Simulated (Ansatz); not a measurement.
**CH$_{2}$AlO (charge −1): density, localisation and related maps**

Input file:

```
crystal:
  periodic: [false, false, false]
  atoms:
    - {symbol: C, position_ang: [0.192434, 0.068121, -0.318282]}
    - {symbol: O, position_ang: [3.179803, 0.701306, 1.291837]}
    - {symbol: Al, position_ang: [1.771772, 0.401637, 0.529757]}
    - {symbol: H, position_ang: [-0.309777, -0.896345, -0.276625]}
    - {symbol: H, position_ang: [-0.325200, 0.812466, -0.920071]}
basis:
  gaussian: {orbitals: "def2-TZVPPD.json"}
total_charge: -1
hamiltonian: {xc: pbe0, dispersion: d4}
output: {orbitals: {seedname: orbitals}}
```

Run with:

```sh
ansatz run in.yaml --threads 2 --pin off --events-out ev --progress --plain --max-ram 4352MiB
```

Geometry: PBE0-D4/def2-TZVPD.

These are results of RKS PBE0-D4/def2-TZVPPD (Ansatz 0.2.0), not measurements.

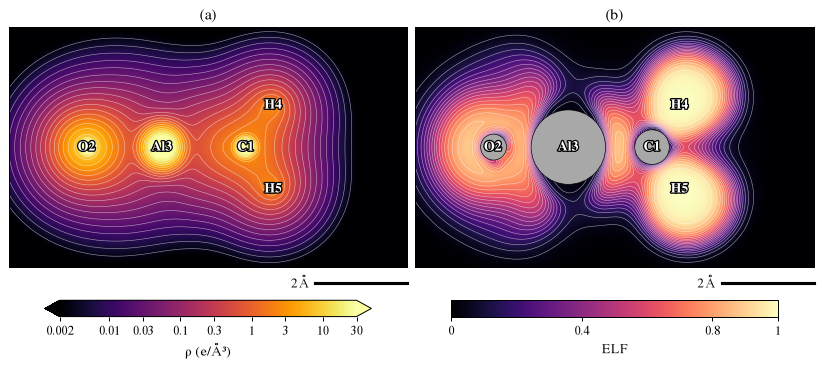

Figure 1. (a) total electron density; (b) electron localisation function on the molecular plane. Grey discs cover the atomic cores in the ELF map.

What do the fields say about this system?

Answer. The section cuts through C, O, Al and H sites. Al–O (1.63 Å): ρ is about 1 e/Å³ halfway; the ELF peaks at about 0.85 in the valence shell of O, 0.6 Å from its nucleus, and is about 0.40 at the midpoint. C–Al (1.82 Å): ρ at the midpoint is about 0.79 e/Å³; the ELF peaks at about 0.90 between the atoms, as expected for a shared but strongly polarised pair. C–H (1.09 Å): ρ is about 1.9 e/Å³ halfway; the ELF climbs to about 1 towards the hydrogen, as it does in any bond to H (an ordinary covalent bond to hydrogen). The ELF also peaks beside O2, away from the bonds: lone-pair regions.

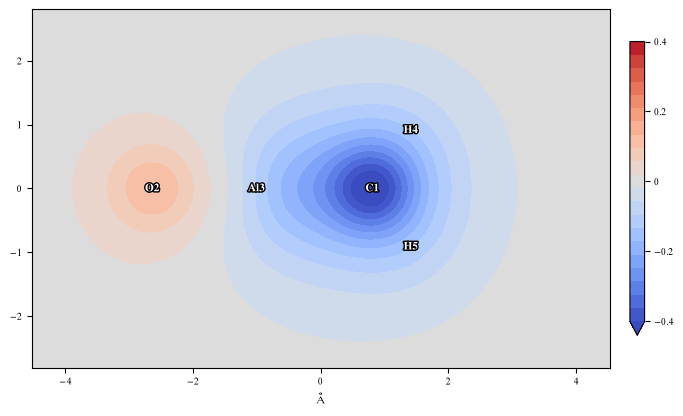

Figure 2. The HOMO on a plane 0.8 Å above the molecular plane (values in Å⁻³ᐟ²; the overall sign is arbitrary).

Describe this orbital and give its energy.

Answer. Its weight (Hirshfeld) is mainly on C1 (about 60 %) and Al3 (about 25 %); it changes sign across the molecular plane (π type); π-bonding across C1–Al3. Its energy is −0.23 eV.

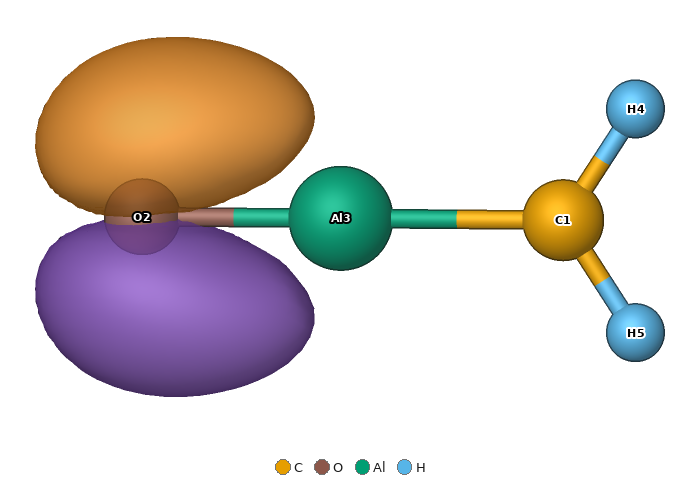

Figure 3. The HOMO−1 at ±0.15 Å⁻³ᐟ² (orange and purple are the two phases), seen across its widest extent.

Where does this orbital lie, and at what energy?

Answer. It lies mainly on O2 (about 80 %) and Al3 (about 20 %); it is symmetric in the molecular plane (an in-plane orbital: σ, lone-pair or in-plane π type). Its energy is −2.15 eV.
